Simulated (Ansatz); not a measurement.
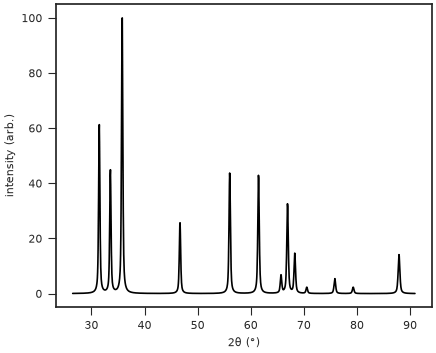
Figure: Simulated powder pattern, Fe Kα, λ = 1.93735 Å

The pattern belongs to a structure relaxed with PBEsol (plane waves, PAW; program Ansatz).

### Question
Which compound is it?
A) PbS, rock salt
B) Zn4Te3S, P-4m2 (Pearson symbol tP8)
C) CdS, wurtzite
D) ZnO, wurtzite

### Answer
C, CdS, wurtzite

Space group P6_3mc (wurtzite). Symmetry was held in the PBEsol relaxation.

Potentials: the earlier of the program's two PAW sets. The files were generated under PBE; for other functionals the program regenerates the frozen cores, and for LDA and PBEsol the local potential too.
